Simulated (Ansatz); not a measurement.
**H2S···C2H3 (doublet): density, localisation and related maps**

Input

```
crystal:
  periodic: [false, false, false]
  atoms:
    - { symbol: H, position_ang: [0.0191, -0.463, -0.8072] }
    - { symbol: S, position_ang: [0.4485, -0.3564, -2.5462] }
    - { symbol: C, position_ang: [-0.2228, -0.4886, 0.5579] }
    - { symbol: C, position_ang: [-0.5154, 0.6259, 1.1637] }
    - { symbol: H, position_ang: [1.6993, -0.0649, -2.2025] }
    - { symbol: H, position_ang: [-0.1388, -1.4818, 0.9518] }
    - { symbol: H, position_ang: [-0.573, 1.5738, 0.6542] }
    - { symbol: H, position_ang: [-0.7168, 0.6551, 2.2282] }
magnetization:
  spin_polarized: true
  initial_magnetization: 1
basis:
  gaussian: { orbitals: def2-SVP }
hamiltonian:
  xc: pbe0
  dispersion: d4
relax:
  f_tol: 0.15
  max_steps: 25
  restrain:
    - { distance: [0, 2], at: 2.37, k: 30.0 }
    - { distance: [1, 0], at: 1.36, k: 30.0 }
output:
  orbitals: {}
```

Run with:

```sh
ansatz run input.yaml --threads 2 --pin off --max-ram 3072MiB --backend cpu --events-out ev --progress --plain --runs-dir out
```

The fields are those of the relaxed geometry.

Theory: UKS PBE0-D4/def2-SVP (Ansatz).

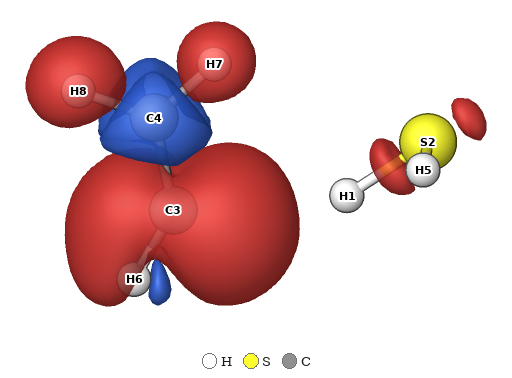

Figure 1. Isosurfaces of the spin density (α minus β) at +0.015 (red) and −0.015 e/Å³ (blue), seen at a tilt.

Question: Describe the spin distribution.

Answer: The unpaired spin (1 electron) lies mostly on C3 (about 0.8), in electrons by Hirshfeld's partition.

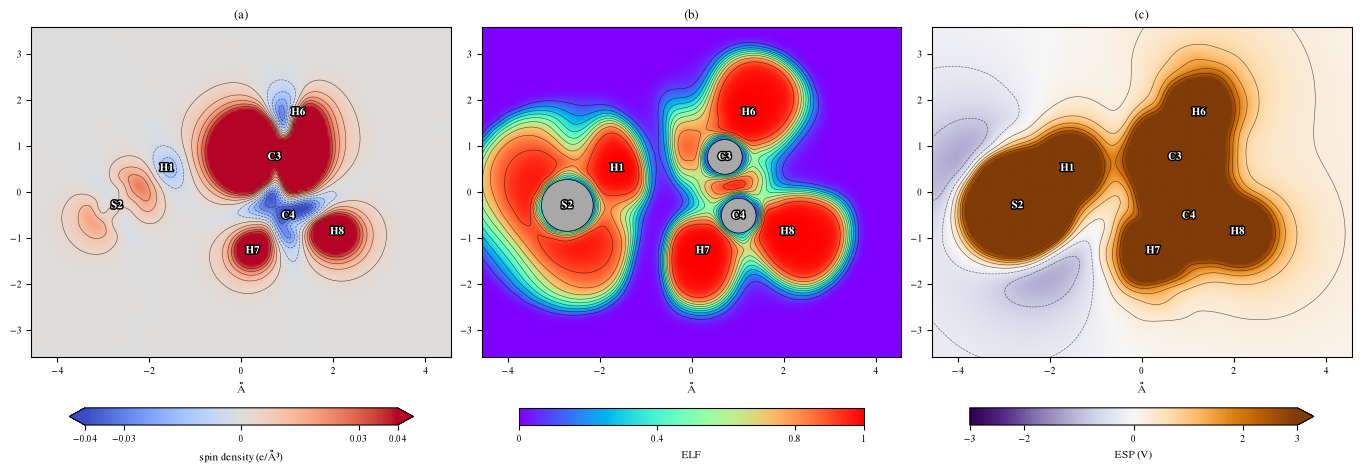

Figure 2. (a) spin density; (b) ELF; (c) electrostatic potential on the plane of atoms C4, C3 and H6. Grey discs cover the atomic cores in the ELF map.

Question: Read the bonding off the picture.

Answer:
- The section cuts through H, S and C sites.
- C3···H1 (2.37 Å): the ELF dips to about 0.10 between them.
- C–C (1.31 Å): the ELF peaks at about 0.95 between the atoms (a multiple bond).
- C–H (1.09 Å): the ELF climbs to about 1 towards the hydrogen, as it does in any bond to H: a covalent bond by its length.
- S–H (1.36 Å): the ELF climbs to about 1 towards the hydrogen.
- The ELF also peaks beside S2, away from the bonds: non-bonding electrons, paired or unpaired.
- Outside the dense part of the complex the potential is most negative (−1.2 V) near S2.

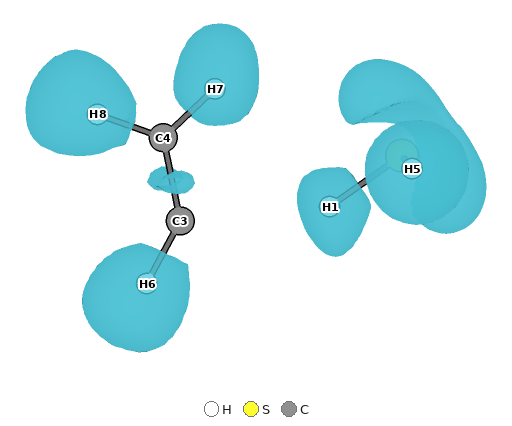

Figure 3. Isosurface of the ELF at 0.9 (cyan), seen across its widest extent. Core shells and regions of very low density are left out.

Question: Where are the electrons localised?

Answer: At this value the surface marks out one region between bonded C–C atoms (shared pairs), five regions around hydrogen nuclei and one region wrapped around S (its lone pairs, merged into a ring or cap).

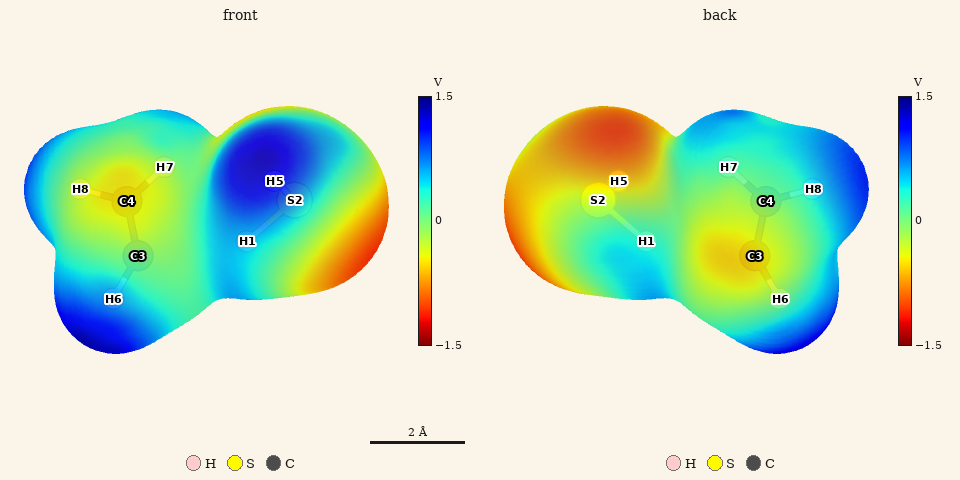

Figure 4. The molecular electrostatic potential painted on the density surface at 0.002 e/bohr³, seen from the front and from behind; the colour scale runs from red (negative) to blue (positive).

Question: Where is the surface potential most negative and most positive?

Answer: The most negative region (about −1.1 V) lies over S2, the most positive (about +1.3 V) over H6.
